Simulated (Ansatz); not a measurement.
**H₅NSi···H₂O···HF: density, localisation and related maps**

Input file:

```
crystal:
  periodic: [false, false, false]
  atoms:
    - {symbol: Si, position_ang: [-0.945257, 0.518982, -0.960836]}
    - {symbol: O, position_ang: [0.392945, -1.806446, 0.566159]}
    - {symbol: H, position_ang: [-0.981169, -0.509022, -2.029224]}
    - {symbol: H, position_ang: [-1.430561, 1.812687, -1.511907]}
    - {symbol: H, position_ang: [-1.821170, 0.121780, 0.162820]}
    - {symbol: H, position_ang: [0.677680, 0.752029, 1.197433]}
    - {symbol: N, position_ang: [0.696031, 0.829411, -0.395719]}
    - {symbol: H, position_ang: [0.426450, -1.288691, 1.384724]}
    - {symbol: F, position_ang: [0.644633, 0.467998, 2.134278]}
    - {symbol: H, position_ang: [-0.094570, -2.605634, 0.771916]}
    - {symbol: H, position_ang: [1.120561, 1.666773, -0.771005]}
    - {symbol: H, position_ang: [1.314427, 0.040231, -0.548638]}
basis:
  gaussian: {orbitals: def2-TZVPP}
hamiltonian: {xc: pbe0, dispersion: d4}
output: {orbitals: {seedname: orbitals}}
```

Command:

```sh
ansatz run in.yaml --threads 4 --pin off --events-out ev --progress --plain --max-ram 9574MiB
```

The product side of a reaction path; geometry: PBE0-D4/def2-TZVP.

All numbers below come from RKS PBE0-D4/def2-TZVPP in Ansatz 0.2.0.

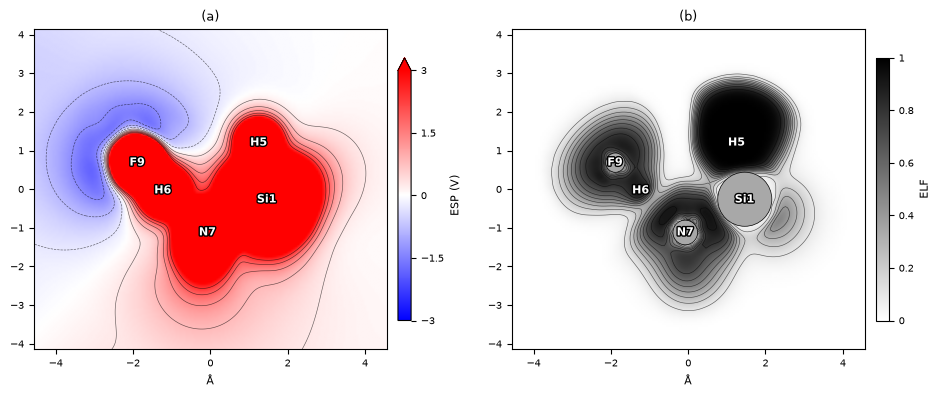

Figure 1. (a) electrostatic potential; (b) electron localisation function on the plane of atoms H5, Si1 and N7. Grey discs cover the atomic cores in the ELF map.

Question: Read the bonding off the picture.

Answer: The plane passes through Si, H, N and F nuclei. N7···H6 (1.60 Å): the ELF peaks at about 0.90 between the atoms (by its geometry a hydrogen bond between the two molecules, with no shared pair). Si–N (1.76 Å): the ELF peaks at about 0.90 between the atoms: a shared but strongly polarised pair. F–H (0.98 Å): the ELF climbs to about 0.95 towards the hydrogen, as it does in any bond to H; an ordinary covalent bond to hydrogen. Si–H (1.48 Å): the ELF climbs to about 1 towards the hydrogen. The ELF also peaks beside F9, away from the bonds: lone-pair regions. Outside the dense part of the complex the potential is most negative (−1.8 V) near F9.

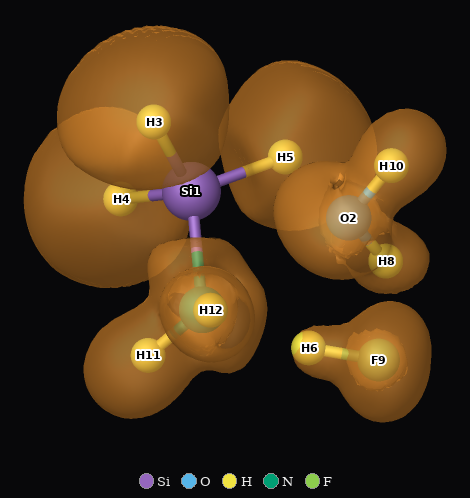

Figure 2. Isosurface of the ELF at 0.75 (orange), seen at a tilt. Core shells and regions of very low density are left out.

Question: What do the ELF domains correspond to?

Answer: At this value the surface marks out three regions around hydrogen nuclei, one joined region spread over several atoms (F, H), in which their bonds and any lone pairs are merged, one joined region spread over several atoms (H, N), in which their bonds and any lone pairs are merged and one joined region spread over several atoms (H, O), in which their bonds and any lone pairs are merged.

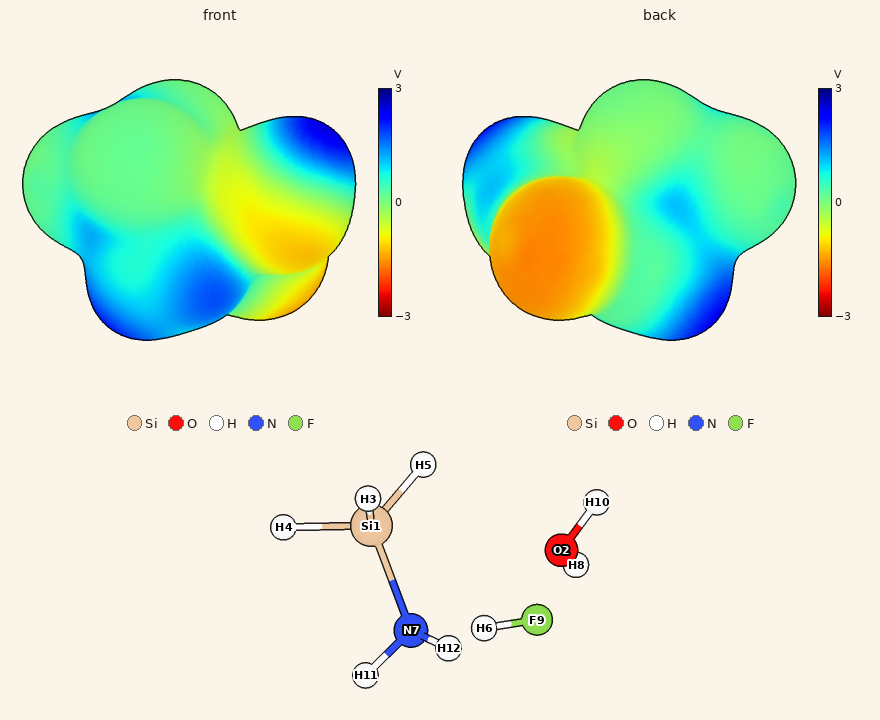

Figure 3. The electrostatic potential painted on the density surface at 0.002 e/bohr³, seen from the front and from behind; red is negative and blue positive. The bare structure is drawn below in the same view.

Question: Describe the electrostatic potential map.

Answer: The most negative region (about −1.6 V) lies over F9, the most positive (about +2.4 V) over H10.

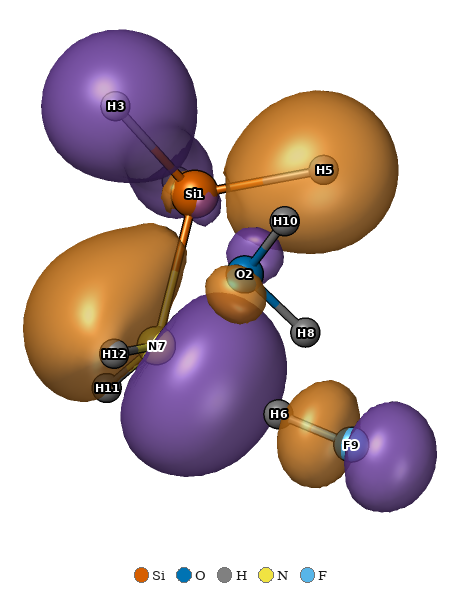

Figure 4. The HOMO at ±0.1 Å⁻³ᐟ² (orange and purple are the two phases), seen at an oblique angle.

Question: Where does this orbital lie, and at what energy?

Answer: Its weight (Hirshfeld) is mainly on N7 (about 45 %), Si1 (about 15 %), H5 (about 10 %), F9 (about 10 %) and H3 (about 10 %). Its energy is −8.51 eV.
